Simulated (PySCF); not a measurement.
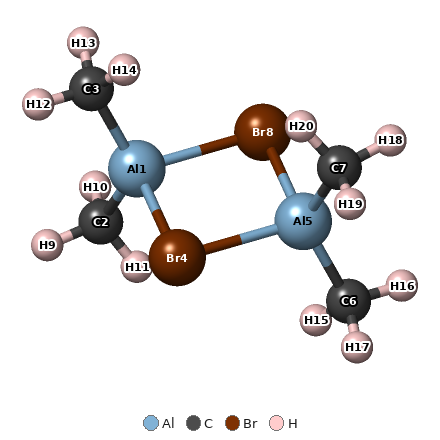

C₄H₁₂Al₂Br₂, singlet. Vertical core-electron binding energies by ΔSCF (SCAN, pcX-2 on the ionised atom (unc-x2c-TZVPall on a metal), pcseg-1 elsewhere, spin-free X2C; PySCF 2.14.0, at a PBE0-D3(BJ)/def2-SVP geometry (no frequency check)), gas phase, against the vacuum level. One atom of each kind was ionised; within a panel, areas follow the number of like atoms and 2j + 1 (2p levels are split by first-order spin-orbit coupling, an approximation), each panel is scaled alone, Gaussians of 0.4 eV full width. Only the regions named are shown.

### Predict the Al 2p and Al 1s photoelectron lines.

```
   level     atoms  binding energy (eV)
Al 2p1/2  Al1, Al5                 80.8
Al 2p3/2  Al1, Al5                 80.3
   Al 1s  Al1, Al5               1566.7
```

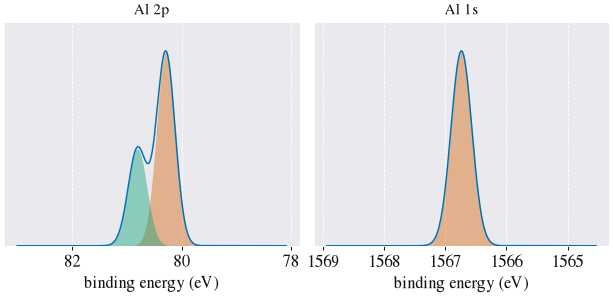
